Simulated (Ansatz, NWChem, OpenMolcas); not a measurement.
## Computed against measured: atomisation enthalpy at 298 K

6 molecules without hydrogen; the atomisation enthalpy at 298 K in kJ/mol, computed less measured. Shapes, held fixed at every level: PBE0-D4/def2-TZVP. Flexible molecules stand in one conformer, not always the lowest. Thermal terms are harmonic and unscaled (PBE0-D4/def2-TZVP); the spin-orbit lowering of the free atoms is taken from their spectra. Programs: Ansatz 0.2.0, NWChem 7.3.0, OpenMolcas 26.06. A level may come from different programs for different species; with the same settings they agree closely. Measured values: Active Thermochemical Tables, NIST-JANAF tables.

Levels: A = HF/6-311+G**; B = BLYP/6-311+G**; C = B3LYP/6-311+G**.

```csv
molecule,from tabulated heats,A,B,C
BCl3 (boron trichloride),1337,-342,-69,-60
S2F2 (SMILES FSSF),1049,-730,-105,-162
SO3 (sulfur trioxide),1420,-1087,-180,-259
C3O2 (carbon suboxide),2745,-1037,+60,-21
SF4 (sulfur tetrafluoride),1358,-949,-152,-224
SiF4 (SMILES F[Si](F)(F)F),2382,-763,-208,-225
```

Question: Which level does best on this set, which worst, and which err to one side?

Answer: 
| level | kind | mean error | mean absolute error | worst case |
| --- | --- | --- | --- | --- |
| HF/6-311+G** | Hartree–Fock | -818.0 | 818.0 | SO3 |
| BLYP/6-311+G** | GGA | -109.0 | 129.0 | SiF4 |
| B3LYP/6-311+G** | global hybrid | -158.5 | 158.5 | SO3 |

On this set BLYP/6-311+G** has the smallest mean absolute error and HF/6-311+G** the largest. HF/6-311+G** is too low in 6 of 6; BLYP/6-311+G** is too low in 5 of 6; B3LYP/6-311+G** is too low in 6 of 6. The heats of SF4 (sulfur tetrafluoride) come from older tables and can be uncertain by 10 kJ/mol or more. Heats of the atoms come from ATcT where it has them, that of boron, 570 kJ/mol, from recent work. The tabulated value of S2F2 is in doubt (older tables, estimates, or at odds with other calculations) and kept here. Over the 5 molecules whose values aren't doubted the mean absolute errors are A 835.6; B 133.8; C 157.8. Hartree–Fock lacks correlation and underbinds. The set is small.

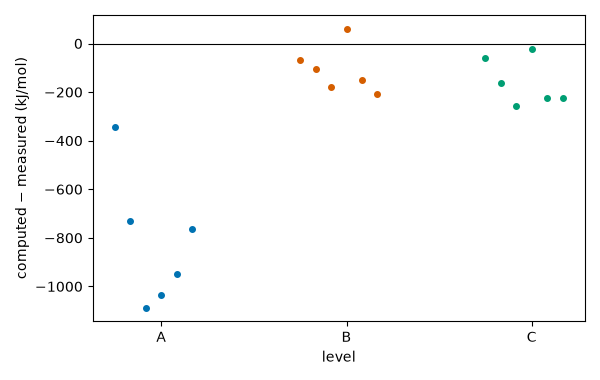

Errors of each level, one point a molecule.
